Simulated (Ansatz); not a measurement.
Bands of a (5,5) germanium nanotube, along its axis.

Levels: PBE (plane waves to 420 eV, PAW; Ansatz, a first-principles code); Ansatz with PBE with spin-orbit coupling. Unmarked values and the geometry are of the first. Mesh 1×1×18. No spin polarisation. It repeats along c; a and b span vacuum. A hypothetical model, rolled from the flat sheet. It keeps the symmetry and period of its start, so it need not be a minimum against all distortions. Values not marked SOC lack spin–orbit coupling.

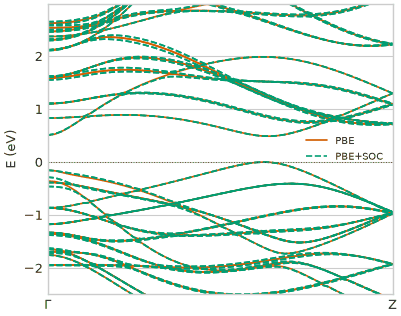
Figure. Bands from the zone centre to the zone edge (period 4.03 Å); the dotted line marks the highest filled level of each set

Q: Is it a metal or a semiconductor at this level? Give what the bands show.

A: A semiconductor in PBE.
```
Quantity                                                                                 Result
----------------------------  -----------------------------------------------------------------
PBE gap                       0.49 eV, nearly direct, from k = 0.312 × 2π/c to k = 0.323 × 2π/c
PBE+SOC gap at this geometry                                                            0.49 eV
```
